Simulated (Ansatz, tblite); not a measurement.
# MoN(OH)3 (H₃MoNO₃): removing and adding an electron, part 2 of 2

Aim: the energy of removing and adding an electron for MoN(OH)3 (H₃MoNO₃), by energy differences, and how well orbital energies stand in for it.

Ansatz 0.2.0, Gaussian basis; as each input shows. The steps go on from the part before.

## Step 10: Charge -1 doublet at the fixed geometry, r2SCAN-D4/def2-TZVPD

in.yaml reads:

```yaml
crystal:
  periodic: [false, false, false]
  atoms:
    - {symbol: Mo, position_ang: [-0.000433, -0.000776, -0.039704]}
    - {symbol: N, position_ang: [0.016605, 0.030586, 1.597343]}
    - {symbol: O, position_ang: [1.751020, 0.420298, -0.602275]}
    - {symbol: H, position_ang: [2.467551, 0.606743, 0.019299]}
    - {symbol: O, position_ang: [-1.258415, 1.294797, -0.587744]}
    - {symbol: H, position_ang: [-1.757824, 1.834665, 0.039685]}
    - {symbol: O, position_ang: [-0.510625, -1.748220, -0.537222]}
    - {symbol: H, position_ang: [-0.707879, -2.438083, 0.110629]}
basis:
  gaussian: {orbitals: def2-TZVPD, initial_orbitals: start.molden}
total_charge: -1
magnetization: {spin_polarized: true, initial_magnetization: 1}
hamiltonian: {xc: r2scan, dispersion: d4}
scf: {omitted_lower_state_checks: [starts]}
output: {orbitals: {seedname: orbitals}}
```

Started as:

```console
> ansatz run in.yaml --threads 4 --pin off --events-out ev --progress --plain --max-ram 3916MiB
```

What it wrote (excerpt; [...] marks lines left out):

```text
Functional definition: r2SCAN
  name "r2SCAN"
  cite "Furness, Kaplan, Ning, Perdew & Sun, J. Phys. Chem. Lett. 11, 8208 (2020) doi:10.1021/acs.jpclett.0c02405"
  cite "Furness, Kaplan, Ning, Perdew & Sun, J. Phys. Chem. Lett. 11, 9248 (2020) doi:10.1021/acs.jpclett.0c03077"
  parent r2scan
[...]
1192 factors; their error is unknown
[...]
mean field -9540.43796962 eV, -350.6046286424 hartree, gradient 3.0e-6 eV, S^2 0.754822; 0 other end points of the search recorded, 0 dependent functions left out
reference -9540.43800220 eV, -350.6046298397 hartree; 25, 24 occupied and 199, 200 virtual orbitals, 1192 factors
Total energy: -9540.48909888 eV, -350.6065076080 hartree
Checks for a lower state left out: starts
```

Wall time 65 s (4 threads of Arm Neoverse V2, shared host); peak memory 0.69 GiB.

From the report: HOMO 2.50 eV, LUMO 2.66 eV (over both spins); ⟨S²⟩ 0.755 (pure: 0.75). Doubts: highest occupied level lies above zero.

## Step 11: Vertical electron affinity

Starting state less charged state (positive: the electron is bound), singlet to doublet; the starting state's energies are those of its earlier runs.

| level | vertical electron affinity (eV) | time |
| --- | --- | --- |
| PBE-D4/def2-TZVPD | -0.30 | 20 s |
| r2SCAN-D4/def2-TZVPD | -0.44 | 69 s |
| PBE0-D4/def2-TZVPD | -0.26 | 20 s |

Times add the two runs; a level without a time comes out of a correlated run.

Beside −ε(LUMO) of the starting state:

| level | −ε(LUMO) (eV) | by difference (eV) | mismatch (eV) |
| --- | --- | --- | --- |
| PBE-D4/def2-TZVPD | 2.45 | -0.30 | +2.76 |
| r2SCAN-D4/def2-TZVPD | 2.36 | -0.44 | +2.80 |
| PBE0-D4/def2-TZVPD | 1.64 | -0.26 | +1.90 |

## Step 12: Relaxing the charge -1 doublet

in.yaml: that of step 10 with these lines changed.

```diff
@@ -12,7 +12,8 @@
 basis:
-  gaussian: {orbitals: def2-TZVPD, initial_orbitals: start.molden}
+  gaussian: {orbitals: def2-SVPD}
 total_charge: -1
 magnetization: {spin_polarized: true, initial_magnetization: 1}
-hamiltonian: {xc: r2scan, dispersion: d4}
+hamiltonian: {xc: {name: B3LYP}, dispersion: d4}
 scf: {omitted_lower_state_checks: [starts]}
 output: {orbitals: {seedname: orbitals}}
+relax: {f_tol: 0.02, max_steps: 100}
```

Launched as before.

What it wrote (excerpt; [...] marks lines left out):

```text
Functional definition: B3LYP
  name "B3LYP"
  cite "Stephens, Devlin, Chabalowski & Frisch, J. Phys. Chem. 98, 11623 (1994) doi:10.1021/j100096a001"
  cite "Becke, Phys. Rev. A 38, 3098 (1988) doi:10.1103/PhysRevA.38.3098"
  cite "Lee, Yang & Parr, Phys. Rev. B 37, 785 (1988) doi:10.1103/PhysRevB.37.785"
  cite "Vosko, Wilk & Nusair, Can. J. Phys. 58, 1200 (1980) doi:10.1139/p80-159"
[...]
1256 factors; their error is unknown
[...]
mean field -9534.34700877 eV, -350.3807899598 hartree, gradient 5.0e-9 eV, S^2 0.753490; 0 other end points of the search recorded, 0 dependent functions left out
[...]
reference -9534.34729548 eV, -350.3808004961 hartree; 25, 24 occupied and 122, 123 virtual orbitals, 1256 factors
[...]
reference -9535.24952758 eV, -350.4139569143 hartree; 25, 24 occupied and 122, 123 virtual orbitals, 1256 factors
Total energy: -9535.57811561 eV, -350.4260323016 hartree
Atom 0 at    -0.023679    -0.081866     0.124239 Å, force     0.005319    -0.000001    -0.005194 eV/Å
Atom 1 at     0.008302     0.022496     1.779964 Å, force     0.000429    -0.001403     0.002478 eV/Å
Atom 2 at     1.671252     0.692188    -0.639254 Å, force    -0.003292     0.002131    -0.001410 eV/Å
Atom 3 at     2.447114     0.538302    -0.091906 Å, force     0.002503    -0.002512     0.003122 eV/Å
Atom 4 at    -1.035570     1.485804    -0.632844 Å, force    -0.001086    -0.001287     0.003976 eV/Å
Atom 5 at    -1.768760     1.771127    -0.079262 Å, force    -0.002888     0.003069    -0.003007 eV/Å
Atom 6 at    -0.549864    -1.875693    -0.557630 Å, force    -0.002603    -0.003196    -0.003907 eV/Å
Atom 7 at    -0.748795    -2.552348     0.096703 Å, force     0.001619     0.003200     0.003942 eV/Å
Dipole moment:    -0.122880    -0.423675     0.148462 e Å
Checks for a lower state left out: starts
```

Run time: 2.6 min. Hardware: 4 threads of Arm Neoverse V2, shared host; peak memory 0.66 GiB.

Along the way: (the energy doesn't fall at every step)

| step | energy from step 1 (eV) | largest force component (eV/Å) |
| --- | --- | --- |
| 1 | 0.0000 | 2.6503 |
| 2 | -0.7191 | 2.0054 |
| 3 | -0.7914 | 0.8525 |
| 4 | -0.8105 | 0.3072 |
| 5 | -0.8132 | 0.0524 |
| 6 | -0.8134 | 0.0304 |
| 7 | -0.8135 | 0.0072 |
| 8 | -0.8135 | 0.0035 |
| 9 | -0.8135 | 0.0112 |
| 10 | -0.8135 | 0.0212 |
| 11 | -0.8136 | 0.0411 |
| 12 | -0.8140 | 0.0793 |
| 13 | -0.8154 | 0.1492 |
| 14 | -0.8197 | 0.2571 |
| 15 | -0.8300 | 0.3563 |
| 16 | -0.8458 | 0.3532 |
| 17 | -0.8163 | 1.1907 |
| 18 | -0.8636 | 0.3865 |
| 19 | -0.8698 | 0.6120 |
| 20 | -0.8814 | 0.2327 |
| 21 | -0.8839 | 0.0427 |
| 22 | -0.8842 | 0.0053 |

The force was under the threshold of 0.02 eV/Å already at step 7, but the program went on to step 22.

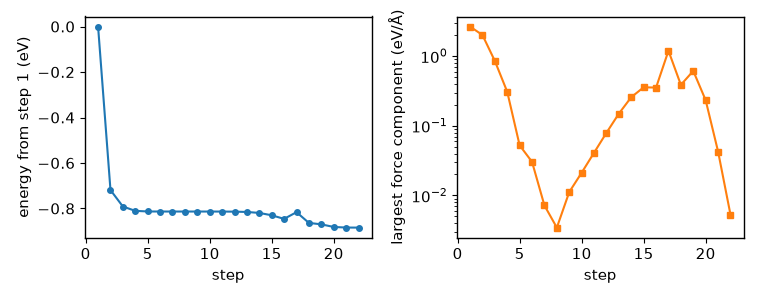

Energy and force, step by step.

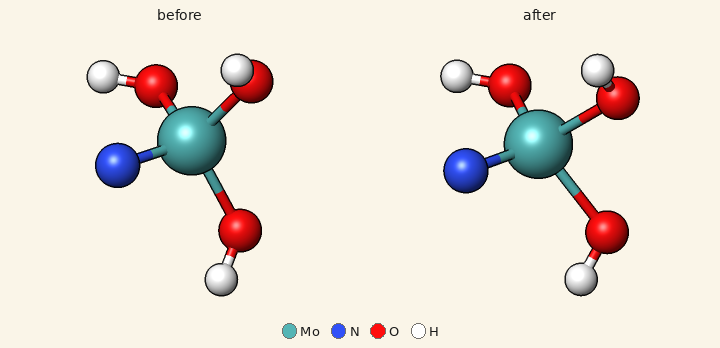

Before and after, at one scale.

Distances of close pairs at the start and the end, largest changes first:

| bond | before (Å) | after (Å) | change (Å) |
| --- | --- | --- | --- |
| Mo1–O3 | 1.887 | 2.014 | +0.127 |
| Mo1–O5 | 1.887 | 2.014 | +0.126 |
| Mo1–O7 | 1.887 | 1.990 | +0.103 |
| Mo1–N2 | 1.637 | 1.659 | +0.022 |
| O3–H4 | 0.967 | 0.962 | -0.005 |
| O5–H6 | 0.967 | 0.962 | -0.005 |
| O7–H8 | 0.967 | 0.962 | -0.005 |

## Step 13: Charge -1 doublet, PBE0-D4/def2-TZVPD

in.yaml reads:

```yaml
crystal:
  periodic: [false, false, false]
  atoms:
    - {symbol: Mo, position_ang: [-0.023679, -0.081866, 0.124239]}
    - {symbol: N, position_ang: [0.008302, 0.022496, 1.779964]}
    - {symbol: O, position_ang: [1.671252, 0.692188, -0.639254]}
    - {symbol: H, position_ang: [2.447114, 0.538302, -0.091906]}
    - {symbol: O, position_ang: [-1.035570, 1.485804, -0.632844]}
    - {symbol: H, position_ang: [-1.768760, 1.771127, -0.079262]}
    - {symbol: O, position_ang: [-0.549864, -1.875693, -0.557630]}
    - {symbol: H, position_ang: [-0.748795, -2.552348, 0.096703]}
basis:
  gaussian: {orbitals: def2-TZVPD, initial_orbitals: start.molden}
total_charge: -1
magnetization: {spin_polarized: true, initial_magnetization: 1}
hamiltonian: {xc: pbe0, dispersion: d4}
scf: {omitted_lower_state_checks: [starts]}
output: {orbitals: {seedname: orbitals}}
```

Launched as before.

What it wrote:

```text
Functional definition: PBE0
  name "PBE0"
  cite "Adamo & Barone, J. Chem. Phys. 110, 6158 (1999) doi:10.1063/1.478522"
  cite "Perdew, Burke & Ernzerhof, Phys. Rev. Lett. 77, 3865 (1996) doi:10.1103/PhysRevLett.77.3865"
  parent pbe
  parameter a = 0.25
  parameter kappa = 0.804
  parameter beta = 0.06672455060314922
  exchange = (1 - a)*pbe_x(kappa = kappa, mu = beta*pi^2/3) + a*exact_x
  correlation = pbe_c(beta = beta)
these checks for a lower state are left out or cut short: starts
1262 factors; their error is unknown
mean field evaluation 1: about -9531.4421 eV, gradient 1.2e2 eV
mean field evaluation 2: about -9534.8385 eV, gradient 2.9e0 eV
mean field evaluation 4: about -9534.9601 eV, gradient 3.1e-1 eV
mean field evaluation 8: about -9534.9604 eV, gradient 2.4e-5 eV
mean field -9534.96035996 eV, -350.4033302002 hartree, gradient 2.4e-5 eV, S^2 0.758516; 0 other end points of the search recorded, 0 dependent functions left out
reference -9534.96040971 eV, -350.4033320285 hartree; 25, 24 occupied and 199, 200 virtual orbitals, 1262 factors
Total energy: -9535.13338355 eV, -350.4096887001 hartree
Checks for a lower state left out: starts
```

Run time: 6.5 s. Hardware: 4 threads of Arm Neoverse V2, shared host; peak memory 0.71 GiB.

HOMO 0.27 eV, LUMO 3.30 eV (over both spins); ⟨S²⟩ 0.759 (pure: 0.75). Doubts: highest occupied level lies above zero.

## Step 14: Charge -1 doublet, PBE-D4/def2-TZVPD

in.yaml: that of step 13 with these lines changed.

```diff
@@ -15,3 +15,3 @@
 magnetization: {spin_polarized: true, initial_magnetization: 1}
-hamiltonian: {xc: pbe0, dispersion: d4}
+hamiltonian: {xc: pbe, dispersion: d4}
 scf: {omitted_lower_state_checks: [starts]}
```

Same command.

What it wrote:

```text
Functional definition: PBE
  name "PBE"
  cite "Perdew, Burke & Ernzerhof, Phys. Rev. Lett. 77, 3865 (1996) doi:10.1103/PhysRevLett.77.3865"
  parent pbe
  parameter kappa = 0.804
  parameter beta = 0.06672455060314922
  exchange = pbe_x(kappa = kappa, mu = beta*pi^2/3)
  correlation = pbe_c(beta = beta)
these checks for a lower state are left out or cut short: starts
1192 factors; their error is unknown
mean field evaluation 1: about -9536.7832 eV, gradient 7.5e0 eV
mean field evaluation 2: about -9536.9808 eV, gradient 3.1e-1 eV
mean field evaluation 4: about -9536.9742 eV, gradient 2.5e-1 eV
mean field evaluation 8: about -9536.9744 eV, gradient 1.4e-5 eV
mean field -9536.97437601 eV, -350.4773439249 hartree, gradient 2.7e-5 eV, S^2 0.754608; 0 other end points of the search recorded, 0 dependent functions left out
reference -9536.97443956 eV, -350.4773462606 hartree; 25, 24 occupied and 199, 200 virtual orbitals, 1192 factors
Total energy: -9537.17814313 eV, -350.4848322285 hartree
Checks for a lower state left out: starts
```

Wall time 4.8 s (4 threads of Arm Neoverse V2, shared host).

Report: HOMO 1.75 eV, LUMO 2.64 eV (over both spins); ⟨S²⟩ 0.755 (pure: 0.75). Doubts: highest occupied level lies above zero.

## Step 15: Adiabatic electron affinity

Starting state less charged state (positive: the electron is bound), singlet to doublet; the starting state's energies are those of its earlier runs.

```csv
level,adiabatic electron affinity (eV),time
PBE-D4/def2-TZVPD,+0.37,7.5 s
PBE0-D4/def2-TZVPD,+0.53,9.6 s
```

Times add the two runs; a level without a time comes out of a correlated run.

## Step 16: Results

This closing draws on all 2 parts.

| quantity | value |
| --- | --- |
| vertical ionisation energy, functionals in def2-TZVP | 10.29 (PBE-D4) to 10.65 eV (PBE0-D4) |
| vertical electron affinity, functionals in def2-TZVPD | -0.44 (r2SCAN-D4) to -0.26 eV (PBE0-D4) |
| adiabatic electron affinity, functionals in def2-TZVPD | 0.37 (PBE-D4) to 0.53 eV (PBE0-D4) |
| relaxation of the anion side, PBE-D4/def2-TZVPD | 0.67 eV |

The vertical ionisation energy spans 10.29 to 10.65 eV over the functionals. −ε(HOMO) misses the level's own difference by -2.04 eV at best (PBE0-D4) and -3.29 eV at worst (PBE-D4). The vertical electron affinity spans -0.44 to -0.26 eV over the functionals. A negative affinity means an unbound electron, held by the basis alone. −ε(LUMO) misses the level's own difference by +1.90 eV at best (PBE0-D4) and +2.80 eV at worst (r2SCAN-D4). The adiabatic electron affinity spans 0.37 to 0.53 eV over the functionals. The anion's highest level lies above zero where self-interaction lifts it, so diffuse functions weigh on these values. Relaxing the reduced state gains 0.67 eV at PBE-D4/def2-TZVPD. The charged states' spins were chosen beforehand and needn't be their lowest.
